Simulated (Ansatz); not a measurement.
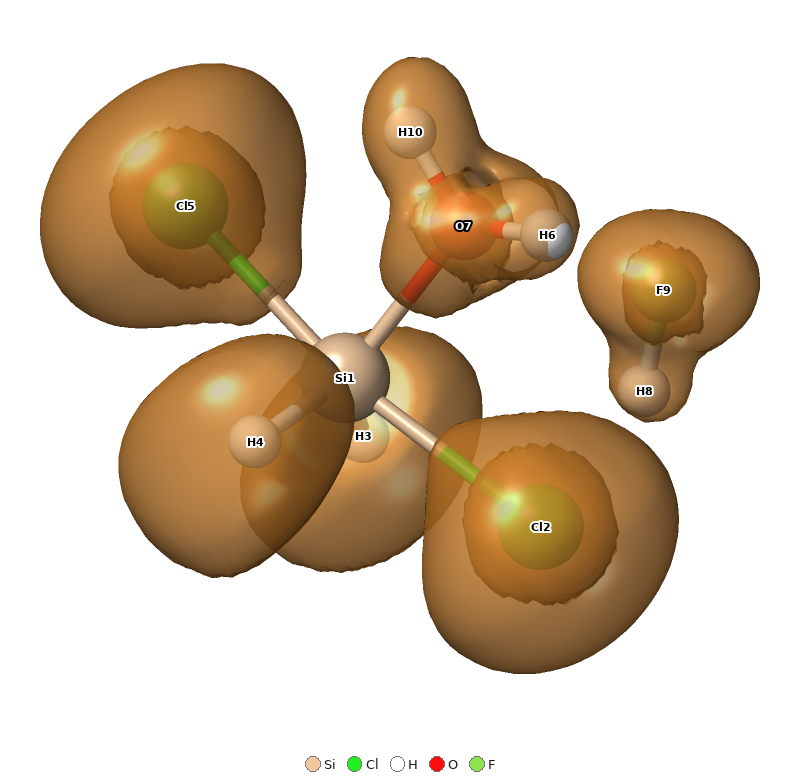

Cl2H4OSi···HF. Isosurface of the ELF at 0.75 (orange), seen at a tilt. Core shells and regions of very low density are left out.

The reactant side of a reaction path; geometry: PBE0-D4/def2-TZVP.

All numbers below come from Ansatz 0.2.0, RKS PBE0-D4/def2-TZVPP.

Input file:

```
crystal:
  periodic: [false, false, false]
  atoms:
    - {symbol: Si, position_ang: [-0.893854, 0.615210, -0.362220]}
    - {symbol: Cl, position_ang: [-0.753134, -1.622823, -0.931791]}
    - {symbol: H, position_ang: [-1.099277, 0.921849, -1.780473]}
    - {symbol: H, position_ang: [-1.923346, 0.275915, 0.626042]}
    - {symbol: Cl, position_ang: [-0.671507, 2.685313, 0.274542]}
    - {symbol: H, position_ang: [1.207650, -0.459978, 0.461505]}
    - {symbol: O, position_ang: [0.815202, 0.425479, 0.177994]}
    - {symbol: H, position_ang: [0.716245, -2.128903, 0.152700]}
    - {symbol: F, position_ang: [1.488842, -1.915080, 0.706108]}
    - {symbol: H, position_ang: [1.113379, 1.203218, 0.675494]}
basis:
  gaussian: {orbitals: def2-TZVPP}
hamiltonian: {xc: pbe0, dispersion: d4}
output: {orbitals: {seedname: orbitals}}
```

Launched as:

```sh
ansatz run in.yaml --threads 8 --pin off --events-out ev --progress --plain --max-ram 19148MiB
```

Describe the localisation domains.

At this value the surface marks out two regions around hydrogen nuclei, two regions on Cl in which the atom's valence shell and bonds are merged, one joined region spread over several atoms (F, H), in which their bonds and any lone pairs are merged and one joined region spread over several atoms (H, O), in which their bonds and any lone pairs are merged. Along the contacts the grid gives the following. F9···H6 (1.50 Å): the ELF dips to about 0.25 between them (by its geometry a hydrogen bond between the two molecules, with no shared pair). Si–O (1.80 Å): the ELF peaks at about 0.90 between the atoms: a polar covalent bond.
